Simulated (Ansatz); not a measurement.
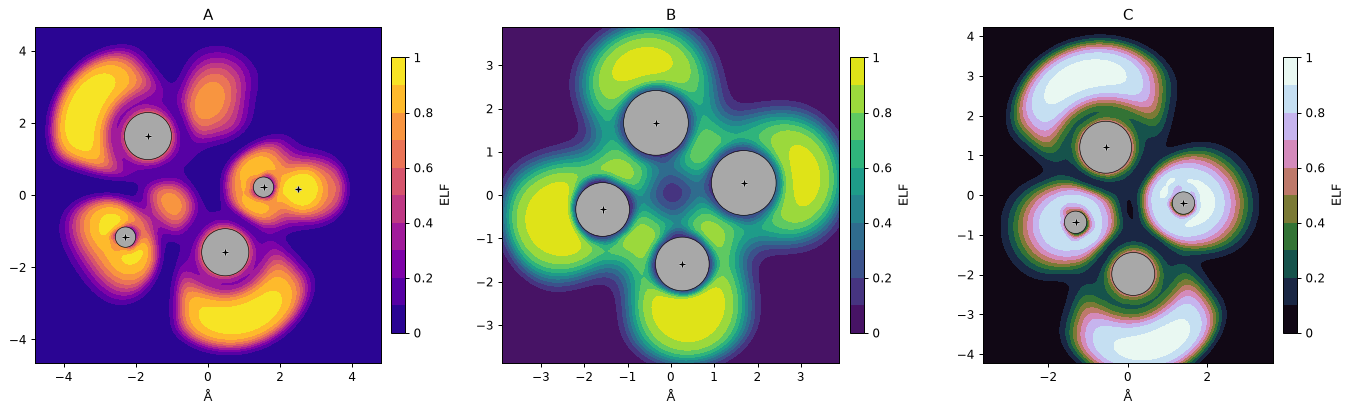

The ELF of 3 systems, each on a plane through atoms (crosses mark nuclei in the plane; grey discs cover the cores).

Theory: Ansatz, RKS PBE0-D4/def2-TZVP.

System 1: As$_{3}$P$_{2}$ (charge +1), the plane of atoms P1, As5 and As4. Geometry: PBE-D4/def2-SVP.

```xyz
5

P     0.1309   -1.2974    1.0078
P    -1.4713   -0.6289   -0.3908
As   -0.4001    1.0943    0.9810
As   -0.0126    0.7839   -1.5701
As    1.7532    0.0481   -0.0279
```

System 2: O$_{4}$Sn$_{2}$, the plane of atoms O4, Sn2 and O5. Geometry: r2SCAN-D4/def2-SVP; core potentials replace the inner electrons of Sn.

```xyz
6

Sn   -1.5065   -1.0101   -0.3259
Sn    1.5302   -0.2782    0.6847
O    -0.5176    1.1750   -0.4715
O     0.3298   -1.7217   -0.1007
O    -0.6885    0.6258    0.9248
O     0.8526    1.2091   -0.7114
```

System 3: H$_{4}$O$_{6}$Sn$_{2}$, the plane of atoms Sn2, O7 and H11. Geometry: r2SCAN-D4/def2-SVP; core potentials replace the inner electrons of Sn.

```yaml
atoms:
  - { symbol: Sn, position_ang: [-0.7319, 1.9574, -0.0017] }
  - { symbol: Sn, position_ang: [0.5011, -1.5729, -1.0001] }
  - { symbol: O, position_ang: [0.6099, 0.8986, -2.3088] }
  - { symbol: O, position_ang: [-1.9549, 0.8800, 1.1407] }
  - { symbol: O, position_ang: [-0.4873, 0.3361, -1.5010] }
  - { symbol: O, position_ang: [1.0578, 0.6308, 0.8679] }
  - { symbol: O, position_ang: [-0.4329, -1.4237, 0.8682] }
  - { symbol: O, position_ang: [1.8150, -0.0711, -0.1658] }
  - { symbol: H, position_ang: [1.3550, 0.8106, -1.6492] }
  - { symbol: H, position_ang: [-1.7193, -0.0689, 1.1207] }
  - { symbol: H, position_ang: [-0.5313, -2.2440, 1.3714] }
  - { symbol: H, position_ang: [0.5189, -0.1330, 1.2577] }
```

**Which map belongs to which system?**

Panel A is system 3, H$_{4}$O$_{6}$Sn$_{2}$: the plane holds Sn, O and H. O–H (0.97 Å): the ELF climbs to about 1 towards the hydrogen, as it does in any bond to H (a covalent bond by its length). Panel B is system 1, As$_{3}$P$_{2}$: the plane holds P and As. P–P (2.23 Å): the ELF peaks at about 0.85 between the atoms (a covalent bond). Panel C is system 2, O$_{4}$Sn$_{2}$: the plane holds Sn and O. Sn–O (2.04 Å): the ELF peaks at about 0.85 in the valence shell of O, 0.6 Å from its nucleus, and drops to about 0.15 between the two atoms.
